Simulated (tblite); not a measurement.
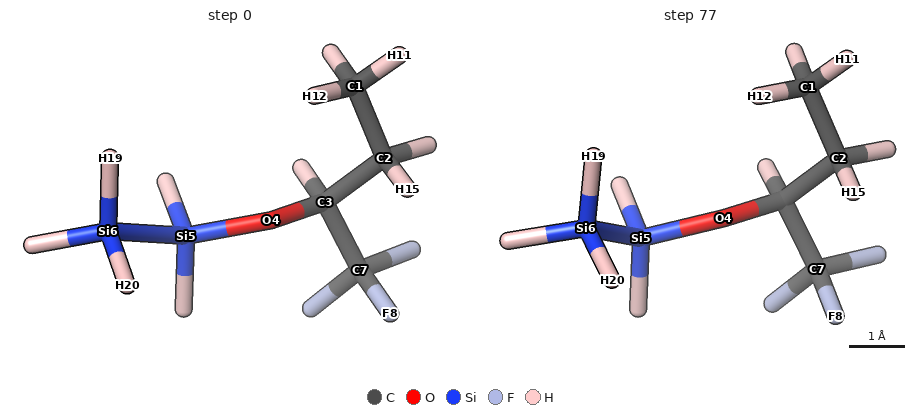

The structure of C$_{4}$H$_{11}$F$_{3}$OSi$_{2}$ before (left) and after (right) a relaxation, at one scale.

A stick model, seen at a tilt.

Computed with GFN2-xTB geometry optimisation, gas phase (tblite). 

Question: What changed between the two?

Answer: After 77 geometry steps the energy has fallen by 0.294 eV. The largest move after the best rigid fit is that of an H atom, 0.47 Å. Largest moves by element: H 0.47 Å, Si 0.34 Å, F 0.29 Å, O 0.28 Å, C 0.15 Å. Among the contacts that change: C–O 1.446 → 1.381 Å, H–Si 1.498 → 1.470 Å, O–Si 1.664 → 1.639 Å, C–C 1.551 → 1.529 Å. Bond angles that change, for instance: O–Si–Si 111.5° → 98.7°, C–O–Si 119.6° → 129.8°, Si–Si–H 110.7° → 117.9°.
